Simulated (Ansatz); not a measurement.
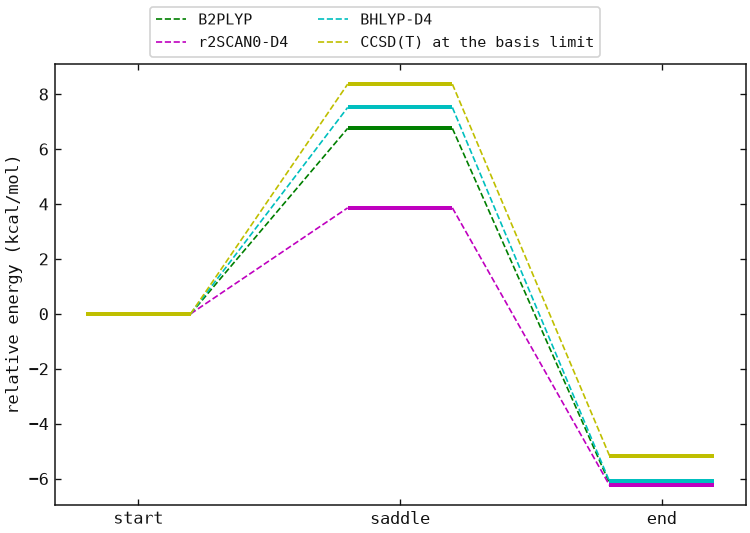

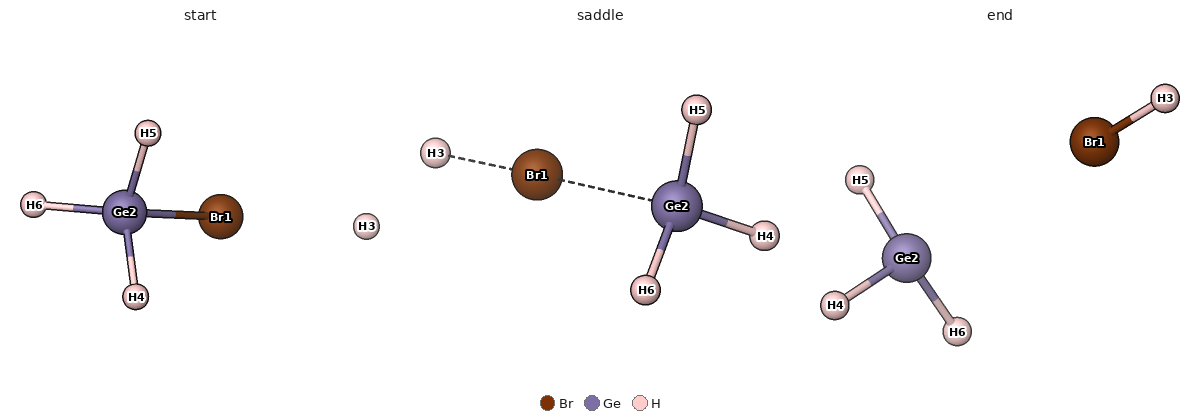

One elementary step of GeH₄Br, doublet: start, first-order saddle point (changing pairs dashed) and end. Electronic energies at PBE0-D4/def2-TZVP geometries, energies in def2-TZVPP, the Ansatz code; cores frozen in correlated methods, no zero-point terms. Start and end are the structures at the ends of the path (complexes, where there are several molecules). On heavy atoms the filled d shell below the valence is correlated. The limit is the MP2 basis limit plus CCSD(T) less MP2 in triple zeta. Lines between the levels only guide the eye.

### Which bonds change in the step?

Br1–H3 (3.54 → 1.78 → 1.42 Å) forms; Br1–Ge2 (2.31 → 2.45 → 3.79 Å) breaks (lengths at start, saddle and end; changes of bond order aren't listed). The imaginary mode at the saddle is 435.0i cm⁻¹ (PBE0-D4).

### Give the barriers and step energies (kcal/mol).

| level | barrier | reverse barrier | step energy |
| --- | --- | --- | --- |
| B2PLYP | 6.8 | 12.9 | −6.2 |
| r2SCAN0-D4 | 3.9 | 10.1 | −6.2 |
| BHLYP-D4 | 7.5 | 13.6 | −6.1 |
| CCSD(T) at the basis limit | 8.4 | 13.5 | −5.2 |

Caveats, for all or some of the runs: no scalar relativity up to krypton.
